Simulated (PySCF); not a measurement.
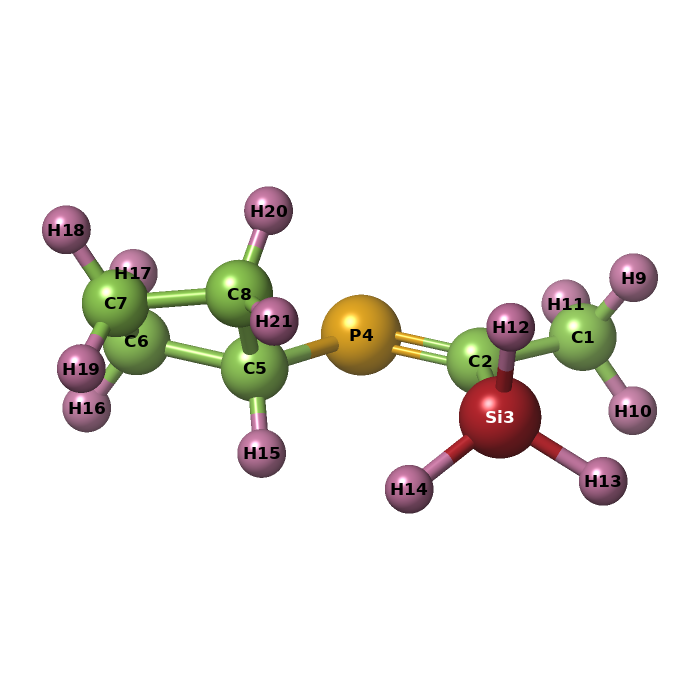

Computed geometry: PBE0-D3(BJ)/def2-SVP optimisation. No frequency run is at hand to confirm it as a minimum. Method: GIAO PBE0/pcSseg-1 NMR shielding, non-relativistic, gas phase (PySCF 2.14.0), and the same with a continuum solvent (IEF-PCM, Bondi radii x 1.2, gas-phase geometry).

How do dipole (D), HOMO–LUMO gap (eV), σ(P4) (ppm), σ(C2) (ppm), σ(H15) (ppm) change in acetone (ε = 20.5), dimethylsulfoxide (ε = 46.8)?

```json
{"medium": "gas phase", "dipole (D)": "0.71", "HOMO–LUMO gap (eV)": "5.27", "σ(P4) (ppm)": "−91.0", "σ(C2) (ppm)": "−21.4", "σ(H15) (ppm)": "28.25"}
{"medium": "acetone", "dipole (D)": "1.07", "HOMO–LUMO gap (eV)": "5.25", "σ(P4) (ppm)": "−81.5", "σ(C2) (ppm)": "−25.4", "σ(H15) (ppm)": "28.07"}
{"medium": "dimethylsulfoxide", "dipole (D)": "1.09", "HOMO–LUMO gap (eV)": "5.25", "σ(P4) (ppm)": "−80.9", "σ(C2) (ppm)": "−25.6", "σ(H15) (ppm)": "28.06"}
```
